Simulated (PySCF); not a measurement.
```xyz
11

C    -1.4078    0.5619    0.6457
Si   -0.1734   -0.7868    0.2615
C     1.4454    0.0616   -0.3655
F     1.2260    0.7615   -1.4923
F     2.4247   -0.8160   -0.6289
F     1.9230    0.9299    0.5434
H    -1.0122    1.2284    1.4270
H    -1.6062    1.1660   -0.2526
H    -2.3609    0.1402    0.9989
H     0.2041   -1.5813    1.4650
H    -0.6269   -1.6934   -0.8313
```

Geometry: PBE0-D3(BJ)/def2-SVP.

Level of theory: wB97X-D/def2-SVPD, SCF density, gas phase (PySCF 2.14.0).

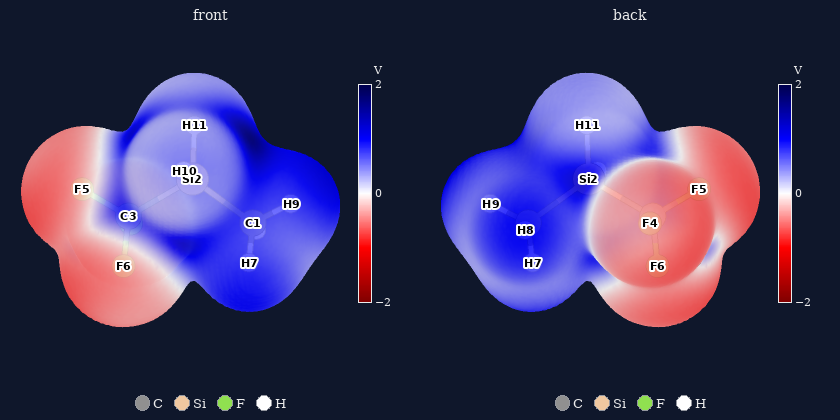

C₂H₅F₃Si (SMILES C[SiH2]C(F)(F)F). The electrostatic potential painted on the density surface at 0.002 e/bohr³, seen from the front and from behind; the colour scale runs from red (negative) to blue (positive).

Where is the surface potential most negative and most positive?

The most negative region (about −0.7 V) lies over F4, F5 and F6, the most positive (about +1.6 V) over Si2.

How polar is the molecule by this calculation?

Its dipole moment is 2.69 D.
